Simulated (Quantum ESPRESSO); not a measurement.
# Voltage at the next charge: Nb2NS2 MXene, 1 layer against an electrode

Method. Quantum ESPRESSO 7.5, LDA, GBRV ultrasoft; ESM with bc3, a metal electrode 7.27 Å above the top atoms; cell area 9.466 Å²; ions fixed. V is the potential energy of an electron at the electrode over the slab's Fermi level, divided by e, so that it equals the work function at zero charge; positive charge removes electrons.

```
charge (e a cell)  V (V)
                0  5.677
           0.0123  7.167
           0.0246  8.661
```

To predict: What is V at a charge of 0.0493 e, and what capacitance do the rows imply?

By hand: The last two rows give dV/dq = (8.661 − 7.167)/(0.0246 − 0.0123) = 121.5 V/e, so C = 1602/(9.466 × 121.5) = 1.39 µF/cm², an effective gap of 8.854/1.39 = 6.35 Å. At constant C, V = 8.661 + 121.5 × 0.0247 = 11.66 V.

What the calculation gave: V = 11.676 V; the estimate misses by −0.01 V, 0.5 % of the step. Over the three intervals C goes 1.40, 1.39 and 1.39 µF/cm².

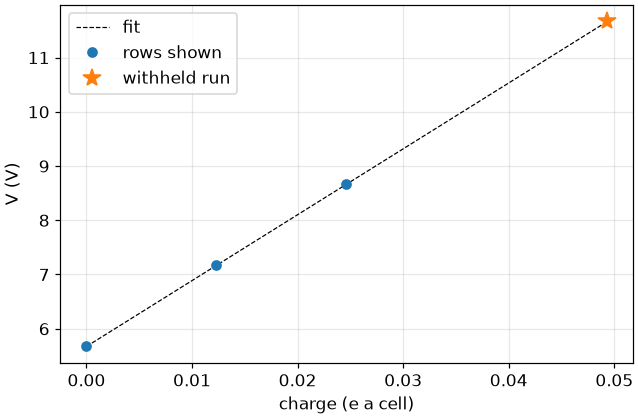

The rows shown, the fit and the withheld run.

Caveats: Vacuum fills the gap; a dielectric or electrolyte would change C. The slab is thin.

[Logs are printed without paths, hosts, clocks, repeated set-up lines and the standing remarks that a program may print on its own settings, such as how far it seeks lower states.]
